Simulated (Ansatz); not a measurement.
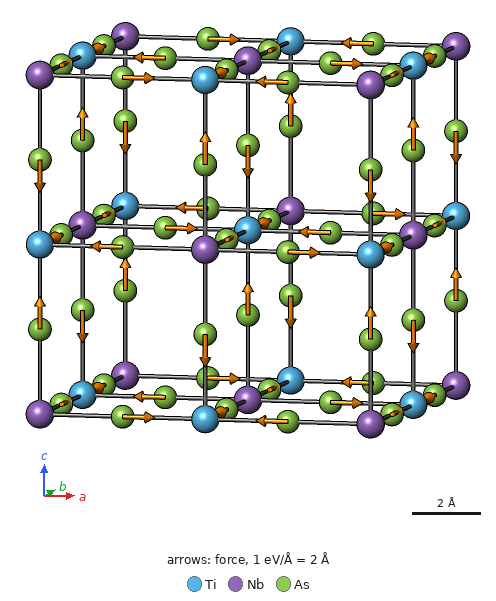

Starting geometry of solid TiNbAs₆ (a generated structure, set up in Fm-3m) (coarse preliminary run) with the computed forces as orange arrows. Style: ball-and-stick. Shown: the conventional cell (4 times the calculation's cell), slightly off an axis. Lengths and directions refer to the drawn axes.

All numbers below come from DFT PBE, scalar-relativistic, plane waves, PAW in Ansatz 0.2.0. (plane-wave cutoff 420 eV; k-point mesh 4 × 4 × 4; occupations gaussian; smearing width 0.1 eV; no spin polarisation; cell and atoms relaxed; force threshold 0.04 eV/Å; at most 70 steps)

**What follows when this structure is relaxed?**

It isn't relaxed: the largest force vector, on As atoms, is 0.50 eV/Å. The atoms end up moving mostly along the starting forces (cosine between the two patterns 1.00). The largest moves relative to the cell, 0.033 Å, are those of As atoms. Nb and Ti stay in place. Cell: a = b = c 10.084 → 9.914 Å (−1.7 %). Volume −5.0 %. Some distances before and after: As–Ti 2.521 → 2.445 Å, As–Nb 2.521 → 2.512 Å. The space group stays Fm-3m (No. 225). The energy falls by 0.166 eV per cell of the calculation in 2 accepted moves (3 points after the start). Largest force component: 0.5 eV/Å at the start, 0.031 eV/Å at the end. The pressure goes from −2.50 to −0.11 GPa. At 1 point the geometry stayed and the basis and grid were re-selected for the new cell (energy shift of 1.2 meV per cell of the calculation at most each time).
